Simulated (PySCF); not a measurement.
Consider C$_{3}$H$_{5}$F$_{3}$O (SMILES OCCC(F)(F)F).

Input file:

```
{"job": {"kind": "nmr", "xc": "PBE0", "basis": "pcSseg-2"}, "charge": 0, "multiplicity": 1}
O      1.811126    -1.379779     0.204224
C      0.979953    -0.345301    -0.265024
C     -0.307137    -0.254416     0.542419
C     -1.248064     0.805003     0.040899
F     -2.372526     0.844741     0.767466
F     -0.700029     2.029570     0.096466
F     -1.607378     0.594151    -1.233702
H      2.157384    -1.132737     1.065276
H      1.497135     0.621414    -0.261875
H      0.748552    -0.589330    -1.303135
H     -0.833286    -1.210307     0.511851
H     -0.091653    -0.020386     1.588623
```

Command:

```sh
OMP_NUM_THREADS=1 python probes_run.py task.json out
```

Geometry: PBE0-D3(BJ)/def2-TZVP.

Method: PBE0/pcSseg-2, SCF density, gas phase, non-relativistic (PySCF).

### What can the converged electron density and electron localisation function tell about the bonding?

C–F (1.34 Å): the density is about 2.4 e/Å³ at the midpoint; the ELF peaks at about 0.85 between the atoms: a polar covalent bond.
C–O (1.41 Å): ρ is about 2.1 e/Å³ halfway, with its minimum of 1.8 e/Å³ about 0.5 Å from C; the ELF peaks at about 0.90 between the atoms; a shared but strongly polarised pair.
C–C (1.50 Å): ρ at the midpoint is about 1.8 e/Å³; the ELF peaks at about 1 between the atoms, as expected for a shared electron pair.

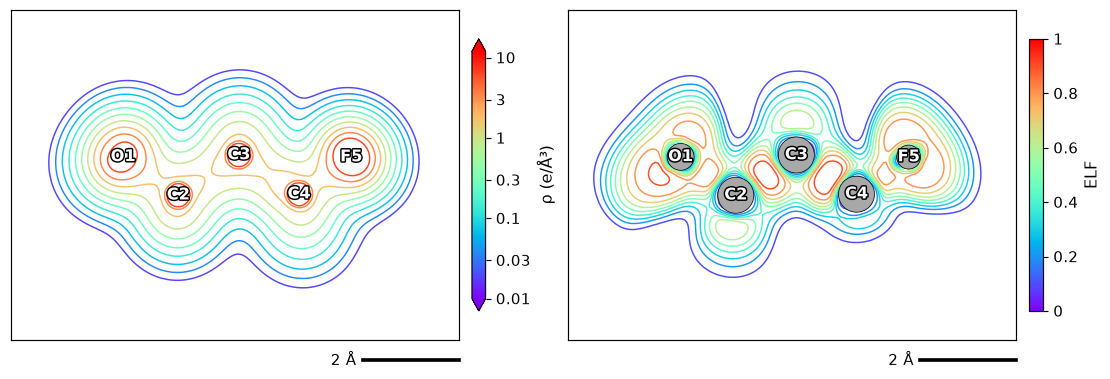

Computed electron density and electron localisation function on the plane of atoms C2, C3 and C4, in this order. Grey discs cover the atomic cores in the ELF map. 
